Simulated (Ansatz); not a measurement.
The figure comes from a scan of BN (wurtzite): a phonon pattern at L = (0.5, 0.0, 0.5) is frozen into a 8-atom cell, Q being the largest atomic displacement. Level of theory: PBE (plane waves to 420 eV, PAW, scalar-relativistic; Ansatz, a program for electronic structure). k mesh 15×15×15 (Γ-centred), Fermi-Dirac smearing 0.05 eV. BN was relaxed with its symmetry unable to fall. 

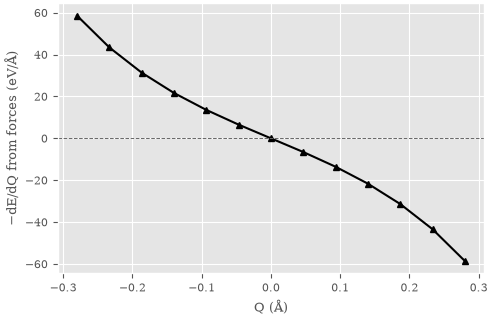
Figure. −dE/dQ from forces (eV/Å) against Q (Å); markers are the computed points, lines only join them.

Turn the plot into a table (rounded to what can be read).

To the nearest 2:

```json
[
 {"Q (Å)": "-0.280", "−dE/dQ from forces (eV/Å)": "58"},
 {"Q (Å)": "-0.233", "−dE/dQ from forces (eV/Å)": "44"},
 {"Q (Å)": "-0.187", "−dE/dQ from forces (eV/Å)": "32"},
 {"Q (Å)": "-0.140", "−dE/dQ from forces (eV/Å)": "22"},
 {"Q (Å)": "-0.093", "−dE/dQ from forces (eV/Å)": "14"},
 {"Q (Å)": "-0.047", "−dE/dQ from forces (eV/Å)": "6"},
 {"Q (Å)": "0.000", "−dE/dQ from forces (eV/Å)": "0"},
 {"Q (Å)": "0.047", "−dE/dQ from forces (eV/Å)": "-6"},
 {"Q (Å)": "0.093", "−dE/dQ from forces (eV/Å)": "-14"},
 {"Q (Å)": "0.140", "−dE/dQ from forces (eV/Å)": "-22"},
 {"Q (Å)": "0.187", "−dE/dQ from forces (eV/Å)": "-32"},
 {"Q (Å)": "0.233", "−dE/dQ from forces (eV/Å)": "-44"},
 {"Q (Å)": "0.280", "−dE/dQ from forces (eV/Å)": "-58"}
]
```

(A displaced cell: forces are minus the slopes of the energy, force constants its curvatures, and phonons follow from these.)
